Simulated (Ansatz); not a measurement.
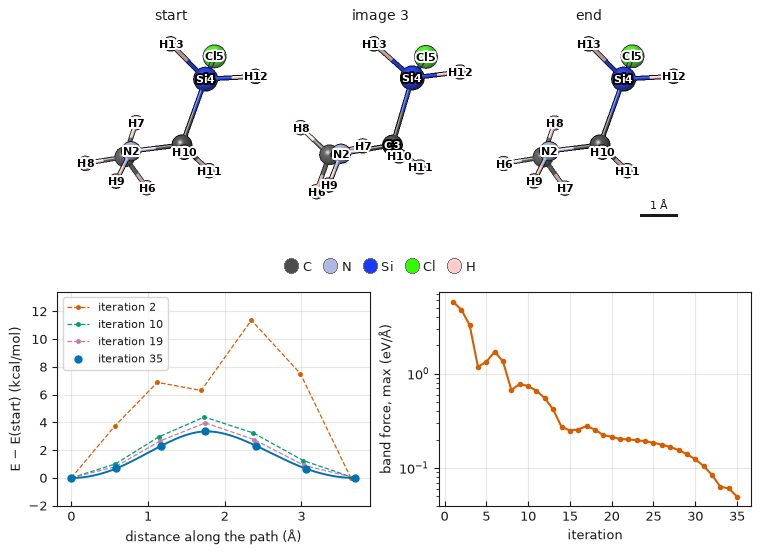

A search for the minimum-energy path of C₂H₈ClNSi by the nudged elastic band. Images are numbered from 0 (start) to 6 (end). The plot follows the band through its iterations. A ball-and-stick model, seen from a free direction.

All numbers below come from RKS PBE-D4/def2-SVP in Ansatz. Run with 5 movable images; climbing image; force threshold 0.05 eV/Å; iteration limit 60; optimiser FIRE; largest step 0.5 Å; starting path through a guess of the saddle point.

**How did the profile develop, and is the result final?**

The run is converged, with reservations. The band converged in 35 iterations. The largest component of the band force went from 5.8 to 0.05 eV/Å. The climbing image converged on the top of the path. Its curvatures weren't checked. The step length is far from the usual. The first iteration put the highest image at 35.07 kcal/mol. The barrier is about 3.35 kcal/mol in both directions, with image 3 at the top; the ends have the same energy.
